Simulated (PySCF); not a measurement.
# r2SCAN/STO-3G run of SnH2 (SMILES [H][Sn][H])

Aim: the energy change on altering one bond length of SnH2 at r2SCAN/STO-3G, from 2 runs. The job is set up through a Python script.

Program for the calculation: PySCF 2.14.0.

10 further runs of the same task are left out: 1 that didn't finish, 9 set aside as unsound or not needed.

### 1 The molecule

The species is SnH2 (3 atoms), meant as a singlet with charge 0. As SMILES, `[H][Sn][H]`. Geometry: a GFN2-xTB relaxation, a rough one for these elements and not checked as a minimum.

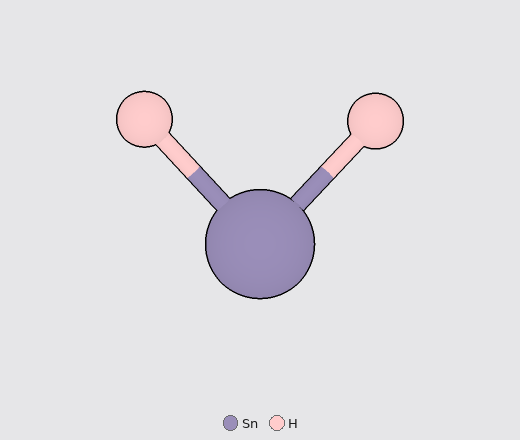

Viewed from a chosen angle; tin purple, hydrogen pink.

### 2 A single-point energy at r2SCAN/STO-3G

calc.py reads:

```python
from pyscf import gto, dft

mol = gto.Mole()
mol.atom = '''
Sn       0.005160      -0.008860      -0.870070
H        1.236480      -0.017770       0.442810
H       -1.241640       0.026630       0.427260
'''
mol.max_memory = 1860
mol.basis = 'sto-3g'
mol.verbose = 3
mol.build()

calc0 = dft.RKS(mol, xc='r2scan')
calc0.conv_tol = 1e-10
calc0.grids.level = 5
calc0.kernel()
if not calc0.converged:
    calc0 = calc0.newton().run(calc0.mo_coeff, calc0.mo_occ)

e_final = calc0.e_tot
print(f'total energy: {e_final:.8f} hartree')
```

Launch:

```bash
$ OMP_NUM_THREADS=1 python calc.py
```

Log:

```text
converged SCF energy = -5966.6080997998
total energy: -5966.60809980 hartree
```

Wall time 1.6 s (1 thread of AMD EPYC 9R45 (Zen 5), shared host); peak memory 0.22 GiB.

### 3 The distorted shape

job.py reads:

```python
from pyscf import gto, dft

system = gto.Mole()
system.atom = '''
Sn  -0.241131  -0.007078  -1.132675
H    1.236480  -0.017770   0.442810
H   -1.487931   0.028412   0.164655
'''
system.basis = 'sto-3g'
system.verbose = 3
system.max_memory = 1860
system.build()

mf = dft.RKS(system, xc='r2scan')
mf.grids.level = 5
mf.conv_tol = 1e-10
mf.kernel()
if not mf.converged:
    mf = mf.newton().run(mf.mo_coeff, mf.mo_occ)

e_tot = mf.e_tot
print('Final energy', e_tot)
```

Launch:

```bash
$ OMP_NUM_THREADS=1 python job.py
```

Log:

```text
converged SCF energy = -5966.5700811205
Final energy -5966.570081120502
```

Run time: 1.8 s. Hardware: 1 thread of AMD EPYC 9R45 (Zen 5), shared host; peak memory 0.22 GiB.

### 4 Outcome

At r2SCAN/STO-3G:

| quantity | value |
| --- | --- |
| first shape: total energy | -5966.60810 Eh |
| first shape: dipole moment | 0.05 D |
| first shape: HOMO energy | -2.30 eV |
| first shape: LUMO energy | -0.22 eV |
| first shape: HOMO–LUMO gap | 2.08 eV |
| distorted shape: total energy | -5966.57008 Eh |
| distorted shape: dipole moment | 0.72 D |
| distorted shape: HOMO energy | -2.43 eV |
| distorted shape: LUMO energy | -0.33 eV |
| distorted shape: HOMO–LUMO gap | 2.10 eV |
| energy change with the Sn1–H2 bond stretched from 1.800 to 2.160 Å | 1.035 eV |

What this shows: With the Sn1–H2 bond stretched from 1.800 to 2.160 Å the energy rises by 1.03 eV (24 kcal/mol). The first shape isn't relaxed at this level, so the change isn't measured from a minimum. The minimal basis adds a large error of its own. Mulliken charges (first shape) run from -0.19 on H2 to +0.37 on Sn1; they depend strongly on the basis. Relativity is left out (first shape) although the molecule holds a heavy atom. Mulliken charges (distorted shape) run from -0.20 on H2 to +0.38 on Sn1. Relativity is left out (distorted shape) although the molecule holds a heavy atom.
